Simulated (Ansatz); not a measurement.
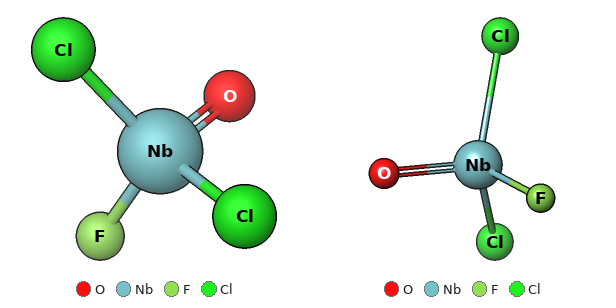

Two views of one molecule.

The species is neutral and a spin singlet. The computed structure is the end point of a PBE0-D4/def2-TZVP optimisation.

Count the atoms of each element.

NbCl₂OF, 5 atoms: 1 niobium, 2 chlorine, 1 oxygen and 1 fluorine.

How many atoms are distinct by symmetry?

4: 1 O, 1 Nb, 1 F, 2 Cl.

What is its SMILES?

[O]=[Nb]([F])([Cl])[Cl]

Which point group does it belong to?

Cs.

More results for the same structure follow; atom numbers are the same in all pictures, views and colours differ.

## Shape

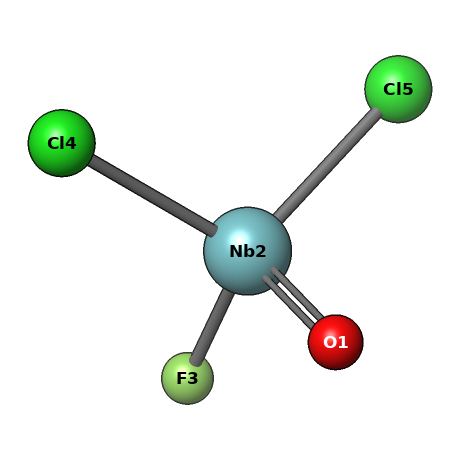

The atoms are numbered.

Estimate the angles O1–Nb2–F3, O1–Nb2–Cl4, F3–Nb2–Cl4, Cl4–Nb2–Cl5.

| angle | degrees |
| --- | --- |
| O1–Nb2–F3 | 107.5 |
| O1–Nb2–Cl4 | 107.8 |
| F3–Nb2–Cl4 | 111.3 |
| Cl4–Nb2–Cl5 | 110.9 |

## Levels of theory compared

Program: Ansatz 0.2.0.

At this fixed geometry, give HOMO energy (eV), dipole (D) at these levels: B3LYP-D4/def2-TZVPP; PBE-D4/def2-TZVPP; r2SCAN-D4/def2-TZVPP; ωB97M-V/def2-TZVPP.

```tsv
level	HOMO energy (eV)	dipole (D)
B3LYP-D4/def2-TZVPP	−9.56	1.17
PBE-D4/def2-TZVPP	−8.38	1.07
r2SCAN-D4/def2-TZVPP	−8.78	1.11
ωB97M-V/def2-TZVPP	−12.07	1.11
```

## Vibrations

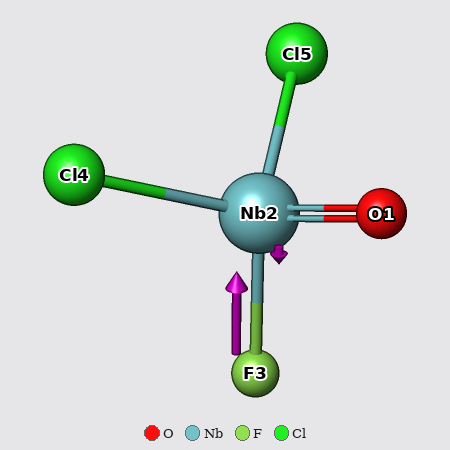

The arrows show one normal mode. Harmonic vibrations computed with RKS PBE0-D4/def2-TZVP, core potentials on Nb (Ansatz 0.2.0) at a stationary point of the same level.

What kind of motion is it?

Mostly Nb–F stretching.

Estimate its harmonic wavenumber.

715 cm⁻¹; it is mode 8 of 9 counted from the lowest.

## Thermal motion

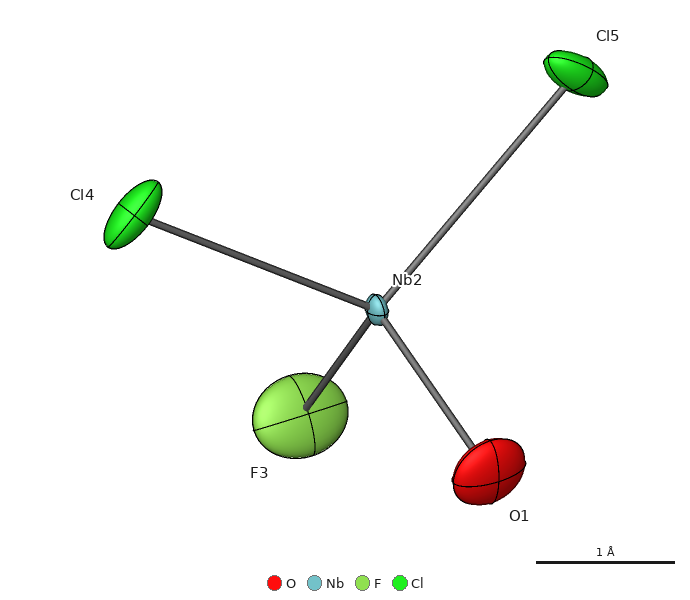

Displacement ellipsoids at the 50 % level, enlarged 2 times, from the internal vibrations of the free molecule (harmonic, no overall translation or rotation; no half-axis is drawn under 0.075 Å). Vibrations computed with RKS PBE0-D4/def2-TZVP, core potentials on Nb (Ansatz 0.2.0). Temperature: 400 K.

Which atom moves most?

F3, with U_eq = 0.0091 Å².

Give the displacement parameters, one line for each set of equivalent atoms.

```json
{"atom": "O1", "U_eq (Å²)": "0.0064", "rms amplitudes (Å)": "0.045, 0.088, 0.097"}
{"atom": "Nb2", "U_eq (Å²)": "0.0011", "rms amplitudes (Å)": "0.024, 0.036, 0.039"}
{"atom": "F3", "U_eq (Å²)": "0.0091", "rms amplitudes (Å)": "0.046, 0.098, 0.126"}
{"atom": "Cl4, Cl5", "U_eq (Å²)": "0.0047", "rms amplitudes (Å)": "0.043, 0.055, 0.096"}
```
